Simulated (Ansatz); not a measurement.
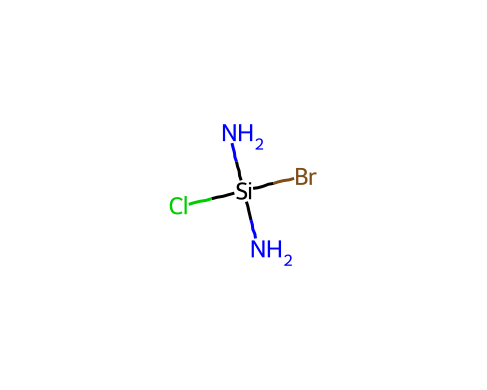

The drawing above gives the connectivity. The computed structure is the end point of a PBE0-D4/def2-TZVP optimisation.

Describe the 3D structure.

Formula BrClH₄N₂Si. As SMILES it reads `N[Si](N)(Cl)Br`. It has no ring. Among its groups: Si–N bond. Coordination, clear cases only: 1 Si tetrahedral.

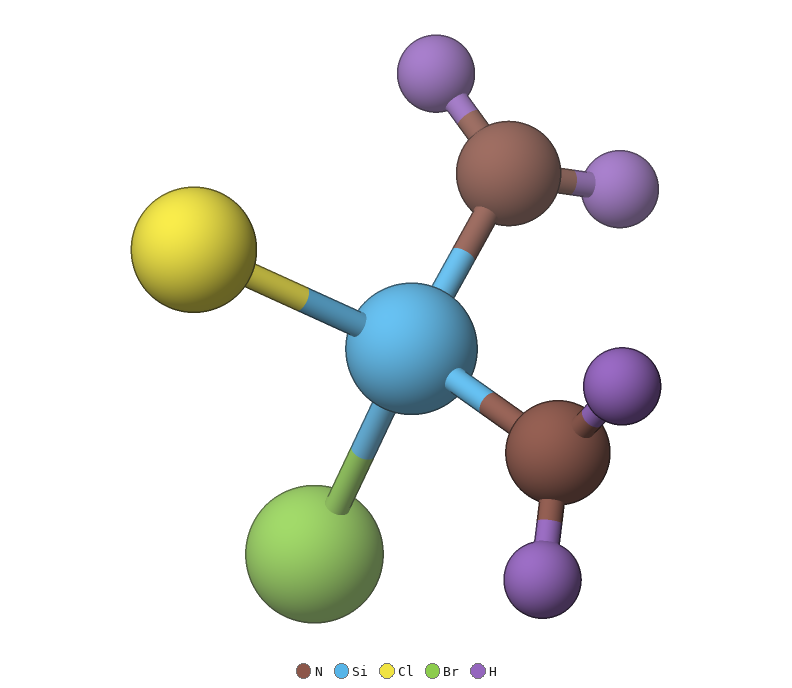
